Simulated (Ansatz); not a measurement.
**Pressure series in Ti3Al**

Take Ti$_{3}$Al (space group P6_3/mmc, No. 194; a = 5.7471 Å, c = 4.6315 Å) as the base.

Cell and atoms are relaxed at each pressure.

Method: r2SCAN in Ansatz (plane waves to 500 eV, PAW, scalar-relativistic without spin-orbit coupling).

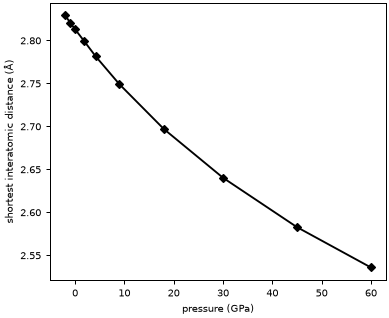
Shortest interatomic distance against pressure

```
pressure (GPa)  shortest interatomic distance
--------------  -----------------------------
-2                                    2.829 Å
-1                                    2.821 Å
1.8                                   2.800 Å
4.2                                   2.781 Å
9                                     2.749 Å
18                                    2.697 Å
30                                    2.640 Å
45                                    2.583 Å
60                                    2.536 Å
```

Load acts through the strain it causes; cell and atoms are relaxed under it. Whether these cells are dynamically stable was not tested. No other phases were tried under pressure. The final runs are not spin-polarised.

Ansatz is a quantum-chemistry and plane-wave program.
